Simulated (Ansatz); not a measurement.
# Be (hcp, Mg type): frozen-phonon scan

Starting cell, Be (hcp, Mg type):

```
CELL_PARAMETERS angstrom
      2.26315     0.00000     0.00000
     -1.13157     1.95994     0.00000
      0.00000     0.00000     3.56313
ATOMIC_POSITIONS crystal
  Be 0.33333 0.66667 0.75000
  Be 0.66667 0.33333 0.25000
```

A phonon eigenvector at Γ is frozen into this cell: atom i moves by Q times the vector below, so Q is the largest atomic displacement, in Å. The cell is held.

| atom | x | y | z |
|---|---|---|---|
| Be1 | 0.000 | 0.000 | -1.000 |
| Be2 | 0.000 | 0.000 | 1.000 |

All values below come from r2SCAN (plane waves to 500 eV, PAW, scalar-relativistic; Ansatz, a quantum-chemistry and plane-wave program). k mesh 23×23×13 (Γ-centred), Fermi-Dirac smearing 0.05 eV. The energy includes the smearing's −TS. With partly filled bands, energies and forces of such displacements shift with the k mesh and the smearing. Be was relaxed with its symmetry unable to fall. The PAW data are Ansatz's earlier set. The zero of ΔE is the undisplaced structure.

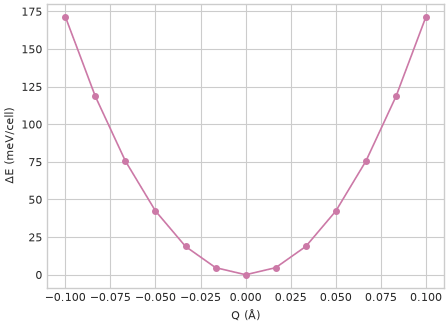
Fig. 1. ΔE (meV/cell) against Q (Å); computed points joined by lines.

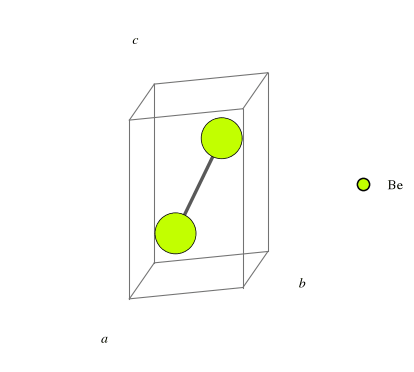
Figure. The cell of the calculation at Q = 0.100 Å.

The energy at Q = 0.100 Å is 172 meV/cell. Symmetry of the curve: even: the same for both signs. Space group of the distorted cell: P-3m1 (No. 164), lowered from P6_3/mmc. Wavenumber by perturbation theory (DFPT, on another k mesh): 714 cm⁻¹. Shape of the curve: a single well with its minimum at or next to zero displacement.

(A displaced cell: forces are minus the slopes of the energy, force constants its curvatures, and phonons follow from these.)
